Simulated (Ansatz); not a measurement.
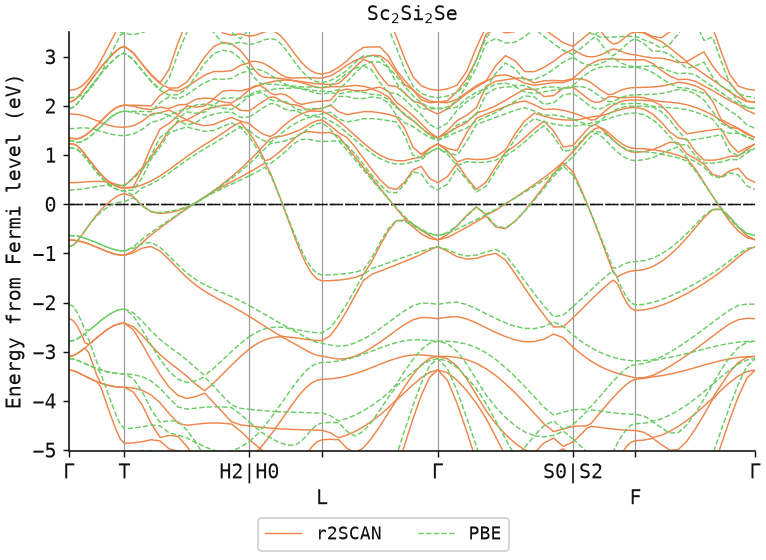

Band structures of Sc₂Si₂Se, space group R-3m, 5 atoms in the cell, by two methods on the same cell. Each is counted from its own Fermi level.

Question: What changes from one method to the other?

Answer: Both give a metal. The 6 bands that come within 1 eV of the Fermi level differ by 0.10 eV on average and by 0.25 eV at most (between H0 and L).

Settings. r2SCAN: DFT r2SCAN, scalar-relativistic, plane waves, PAW, no spin polarisation, 12×12×12 k mesh, 500 eV cutoff, Gaussian smearing of 0.1 eV (Ansatz). PBE: DFT PBE, scalar-relativistic, plane waves, PAW, no spin polarisation, 12×12×12 k mesh, 420 eV cutoff (Ansatz).

The structure is an invented one, so it need not be a known or stable phase.
